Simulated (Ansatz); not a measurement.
**Geometry relaxation of C$_{2}$H$_{5}$As**

C$_{2}$H$_{5}$As, computed with RKS PBE-D4/def2-SVP (Ansatz 0.2.0).

The geometry: force-field start.

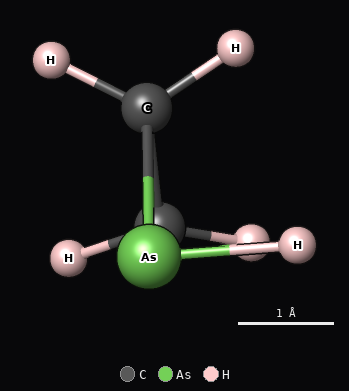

*The starting structure (ball-and-stick view, seen at a tilt).*

Bond lengths as drawn: As–C 1.94 to 2.00 Å, As–H 1.57 Å, C–C 1.43 Å and C–H 1.09 to 1.17 Å.

### Input
```yaml
crystal:
  periodic: [false, false, false]
  atoms:
    - {symbol: C, position_ang: [-0.631700, 0.185500, -0.408400]}
    - {symbol: C, position_ang: [0.667200, 0.442400, 0.128800]}
    - {symbol: As, position_ang: [-0.437400, -0.778600, 1.260600]}
    - {symbol: H, position_ang: [-0.638700, -0.395800, -1.332800]}
    - {symbol: H, position_ang: [-1.352700, 1.099500, -0.338200]}
    - {symbol: H, position_ang: [0.826900, 1.469400, 0.566100]}
    - {symbol: H, position_ang: [1.511300, -0.054800, -0.430900]}
    - {symbol: H, position_ang: [0.147300, -2.024800, 0.499000]}
basis:
  gaussian: {orbitals: def2-SVP}
hamiltonian: {xc: pbe, dispersion: d4}
relax: {f_tol: 0.03, max_steps: 200}
```

Launch command:
```bash
ansatz run in.yaml --threads 2 --pin off --events-out ev --progress --plain --max-ram 4352MiB
```

### Output
```
Functional definition: PBE
  name "PBE"
  cite "Perdew, Burke & Ernzerhof, Phys. Rev. Lett. 77, 3865 (1996) doi:10.1103/PhysRevLett.77.3865"
  parent pbe
  parameter kappa = 0.804
  parameter beta = 0.06672455060314922
  exchange = pbe_x(kappa = kappa, mu = beta*pi^2/3)
  correlation = pbe_c(beta = beta)
969 factors; their error is unknown
mean field evaluation 1: about -62962.5675 eV, gradient 6.8e1 eV
mean field evaluation 2: about -62897.0753 eV, gradient 1.5e2 eV
mean field evaluation 4: about -62974.2783 eV, gradient 9.1e0 eV
mean field evaluation 8: about -62974.6191 eV, gradient 2.3e-1 eV
mean field evaluation 16: about -62974.5590 eV, gradient 1.8e-4 eV
mean field -62974.55895353 eV, -2314.2723558531 hartree, gradient 5.7e-5 eV, S^2 0.000000; 0 other end points of the search recorded, 0 dependent functions left out
the calculation of the forces begins
reference -62974.55898250 eV, -2314.2723569175 hartree; 25, 25 occupied and 60, 60 virtual orbitals, 969 factors
relax step   1: F+E_penalty+E_count = -62974.70006949 eV  Δ(F+E_penalty+E_count) = +0.000e0 eV  max|allowed force component| = 2.674e0 eV/Å  Δτ_max = 0.0000 Å  (28 SCF iters, accepted)
these checks for a lower state are left out or cut short: starts, cluster_reference, orbital_swaps, neighbouring_geometries, increment
969 factors; their error is unknown
mean field -62974.81940233 eV, -2314.2819271698 hartree, gradient 2.0e-5 eV, S^2 0.000000; 0 other end points of the search recorded, 0 dependent functions left out
the calculation of the forces begins
reference -62974.81943180 eV, -2314.2819282529 hartree; 25, 25 occupied and 60, 60 virtual orbitals, 969 factors
relax step   2: F+E_penalty+E_count = -62974.95953381 eV  Δ(F+E_penalty+E_count) = -2.595e-1 eV  max|allowed force component| = 7.984e-1 eV/Å  Δτ_max = 0.1134 Å  (29 SCF iters, accepted)
these checks for a lower state are left out or cut short: starts, cluster_reference, orbital_swaps, neighbouring_geometries, increment
969 factors; their error is unknown
mean field evaluation 32: about -62974.8464 eV, gradient 2.2e-5 eV
mean field -62974.84640781 eV, -2314.2829196029 hartree, gradient 2.2e-5 eV, S^2 0.000000; 0 other end points of the search recorded, 0 dependent functions left out
the calculation of the forces begins
reference -62974.84643741 eV, -2314.2829206906 hartree; 25, 25 occupied and 60, 60 virtual orbitals, 969 factors
relax step   3: F+E_penalty+E_count = -62974.98644237 eV  Δ(F+E_penalty+E_count) = -2.691e-2 eV  max|allowed force component| = 1.357e-1 eV/Å  Δτ_max = 0.0414 Å  (30 SCF iters, accepted)
these checks for a lower state are left out or cut short: starts, cluster_reference, orbital_swaps, neighbouring_geometries, increment
969 factors; their error is unknown
mean field -62974.84832533 eV, -2314.2829900706 hartree, gradient 2.1e-5 eV, S^2 0.000000; 0 other end points of the search recorded, 0 dependent functions left out
the calculation of the forces begins
reference -62974.84835492 eV, -2314.2829911578 hartree; 25, 25 occupied and 60, 60 virtual orbitals, 969 factors
relax step   4: F+E_penalty+E_count = -62974.98831848 eV  Δ(F+E_penalty+E_count) = -1.876e-3 eV  max|allowed force component| = 4.734e-2 eV/Å  Δτ_max = 0.0120 Å  (31 SCF iters, accepted)
these checks for a lower state are left out or cut short: starts, cluster_reference, orbital_swaps, neighbouring_geometries, increment
969 factors; their error is unknown
mean field -62974.84862617 eV, -2314.2830011262 hartree, gradient 2.2e-5 eV, S^2 0.000000; 0 other end points of the search recorded, 0 dependent functions left out
the calculation of the forces begins
reference -62974.84865574 eV, -2314.2830022129 hartree; 25, 25 occupied and 60, 60 virtual orbitals, 969 factors
relax step   5: F+E_penalty+E_count = -62974.98864456 eV  Δ(F+E_penalty+E_count) = -3.261e-4 eV  max|allowed force component| = 2.541e-2 eV/Å  Δτ_max = 0.0069 Å  (31 SCF iters, accepted)
969 factors; their error is unknown
mean field evaluation 64: about -62974.8486 eV, gradient 4.3e-4 eV
```

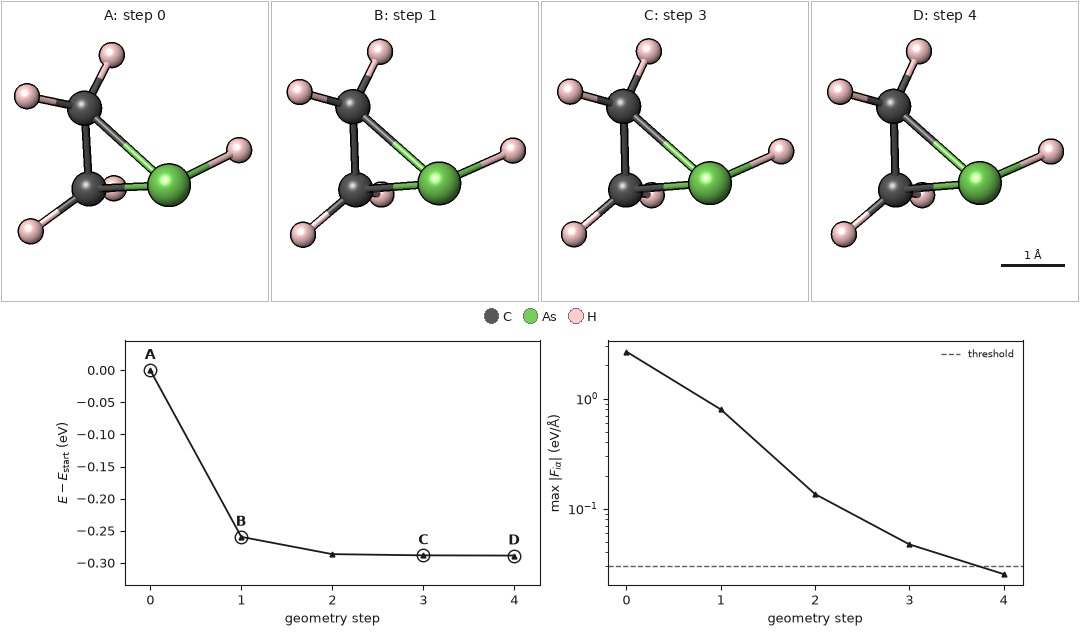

*Frames of the relaxation (ball-and-stick view, seen at a tilt) above the curves, on which the letters mark them (the first geometry is step 0 here and step 1 in the log).*

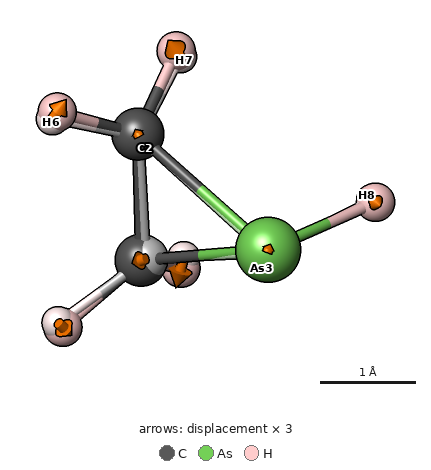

*Start (faint) and end (solid) with the displacements as orange arrows, magnified 3 times (ball-and-stick view, seen at a tilt). The two geometries are laid on each other by the best rigid fit.*

After 4 geometry steps the energy has fallen by 0.289 eV. Largest force component: 2.7 eV/Å at the start, 0.025 eV/Å at the end. The largest move after the best rigid fit is that of H4, 0.12 Å. By element the largest moves are H 0.12 Å, C 0.07 Å, As 0.04 Å. Among the contacts that change: C1–As3 1.937 → 2.017 Å, C1–H5 1.166 → 1.103 Å, C1–C2 1.429 → 1.486 Å, As3–H8 1.573 → 1.544 Å. Among the angles that change: H6–C2–H7 119.2° → 113.9°, C2–C1–H5 113.5° → 118.2°, C1–C2–H7 114.5° → 119.0°. (Atoms are counted from 1 in the order of the input.)

```
mean field -62974.84862617 eV, -2314.2830011262 hartree, gradient 2.4e-5 eV, S^2 0.000000; 1 other end points of the search recorded, 0 dependent functions left out
the calculation of the forces begins
reference -62974.84865574 eV, -2314.2830022129 hartree; 25, 25 occupied and 60, 60 virtual orbitals, 969 factors
Total energy: -62974.98867413 eV, -2314.2881477937 hartree
Atom 0 at    -0.653236     0.228792    -0.458971 Å, force    -0.025414     0.020767     0.000532 eV/Å
Atom 1 at     0.695633     0.458322     0.120198 Å, force     0.013804    -0.015743    -0.013702 eV/Å
Atom 2 at    -0.402090    -0.789524     1.263330 Å, force     0.000768     0.002292     0.010232 eV/Å
Atom 3 at    -0.752014    -0.380369    -1.370644 Å, force     0.012177    -0.003640     0.002025 eV/Å
Atom 4 at    -1.398381     1.037810    -0.380689 Å, force     0.011557    -0.009569     0.000476 eV/Å
Atom 5 at     0.902329     1.429100     0.599390 Å, force    -0.008409    -0.001704     0.002907 eV/Å
Atom 6 at     1.571453     0.006997    -0.371192 Å, force    -0.000922     0.008608     0.000310 eV/Å
Atom 7 at     0.128508    -2.048329     0.542779 Å, force    -0.003561    -0.001010    -0.002780 eV/Å
Dipole moment:     0.057925     0.082147    -0.168252 e Å
```

### Trajectory as extended XYZ (Å, eV, eV/Å), 5 frames, from step=1 to step=5
```
8
Properties=species:S:1:pos:R:3:forces:R:3 step=1 energy=-62974.70007
C    -0.6317    0.1855   -0.4084   -2.6735   1.9720  -1.2648
C     0.6672    0.4424    0.1288    2.3485   0.7333   0.4154
As   -0.4374   -0.7786    1.2606    0.3112  -1.0893   0.6662
H    -0.6387   -0.3958   -1.3328   -0.5389  -0.0830  -0.2972
H    -1.3527    1.0995   -0.3382    0.7426  -1.5740  -0.3803
H     0.8269    1.4694    0.5661    0.3056  -0.8316  -0.2627
H     1.5113   -0.0548   -0.4309   -0.2868   0.6415   0.7399
H     0.1473   -2.0248    0.4990   -0.2087   0.2310   0.3835
8
Properties=species:S:1:pos:R:3:forces:R:3 step=2 energy=-62974.95953
C    -0.6503    0.2274   -0.4522   -0.7984   0.5173  -0.5483
C     0.6891    0.4669    0.1069    0.7195   0.1114   0.2292
As   -0.4096   -0.7868    1.2323   -0.0145  -0.2718   0.5808
H    -0.7412   -0.3692   -1.3733   -0.0434   0.0399  -0.0255
H    -1.4056    1.0532   -0.3691    0.3756  -0.4847  -0.0715
H     0.8983    1.4381    0.6060   -0.0072  -0.2845  -0.1851
H     1.5650   -0.0128   -0.3776   -0.1959   0.2402   0.1111
H     0.1466   -2.0740    0.5712   -0.0356   0.1321  -0.0905
8
Properties=species:S:1:pos:R:3:forces:R:3 step=3 energy=-62974.98644
C    -0.6524    0.2235   -0.4558   -0.0398   0.0351  -0.1357
C     0.6964    0.4573    0.1205   -0.0003  -0.0126   0.0123
As   -0.4112   -0.7850    1.2641    0.0850  -0.0882  -0.0009
H    -0.7508   -0.3693   -1.3797    0.0332  -0.0368   0.0582
H    -1.4013    1.0251   -0.3773   -0.0317   0.0973   0.0202
H     0.9106    1.4249    0.6005   -0.0384   0.0424   0.0079
H     1.5701    0.0098   -0.3764    0.0151  -0.0400   0.0089
H     0.1308   -2.0434    0.5483   -0.0231   0.0028   0.0291
8
Properties=species:S:1:pos:R:3:forces:R:3 step=4 energy=-62974.98832
C    -0.6535    0.2277   -0.4578   -0.0280   0.0194  -0.0473
C     0.6951    0.4584    0.1208    0.0148  -0.0268  -0.0132
As   -0.4046   -0.7906    1.2625    0.0156  -0.0001   0.0196
H    -0.7530   -0.3746   -1.3743    0.0251  -0.0186   0.0168
H    -1.3983    1.0362   -0.3809   -0.0058   0.0143   0.0195
H     0.9049    1.4291    0.5979   -0.0202   0.0091   0.0156
H     1.5702    0.0075   -0.3717    0.0070  -0.0068  -0.0026
H     0.1315   -2.0509    0.5477   -0.0086   0.0097  -0.0084
8
Properties=species:S:1:pos:R:3:forces:R:3 step=5 energy=-62974.98864
C    -0.6532    0.2288   -0.4590   -0.0254   0.0208   0.0005
C     0.6956    0.4583    0.1202    0.0138  -0.0157  -0.0137
As   -0.4021   -0.7895    1.2633    0.0008   0.0023   0.0102
H    -0.7520   -0.3804   -1.3706    0.0122  -0.0036   0.0020
H    -1.3984    1.0378   -0.3807    0.0116  -0.0096   0.0005
H     0.9023    1.4291    0.5994   -0.0084  -0.0017   0.0029
H     1.5715    0.0070   -0.3712   -0.0009   0.0086   0.0003
H     0.1285   -2.0483    0.5428   -0.0036  -0.0010  -0.0028
```

### Results in brief

| quantity | value |
| --- | --- |
| outcome | converged |
| total energy | −62974.9887 eV |
| mean-field energy | −62974.8487 eV |
| dispersion energy | −0.1400 eV |
| SCF solution under orbital rotations | stable |
| largest force (length of the vector) at the end | 0.033 eV/Å |
| dipole moment | 0.94 D |
| hardware | 2 threads of Arm Neoverse V1, 23 GiB of memory available, shared host |
| wall time | 7.5 s (CPU time 14 s) |
| peak memory | 0.12 GiB |
